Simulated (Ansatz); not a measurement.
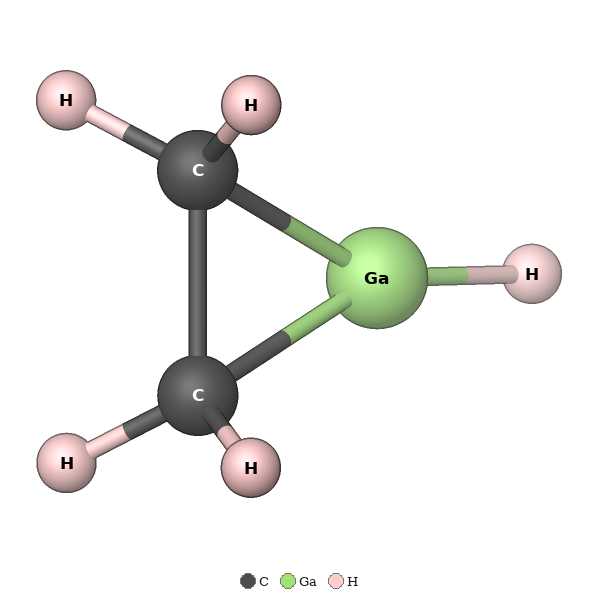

Atoms fade into the background with distance from the viewer. Computed geometry: PBE0-D4/def2-TZVP optimisation.

Q: Which symmetry elements does this geometry have?

A: It has 1 C2 axis and 2 mirror planes, so the point group is C2v. The group has 4 operations. The geometry is achiral, and symmetry allows a dipole moment.
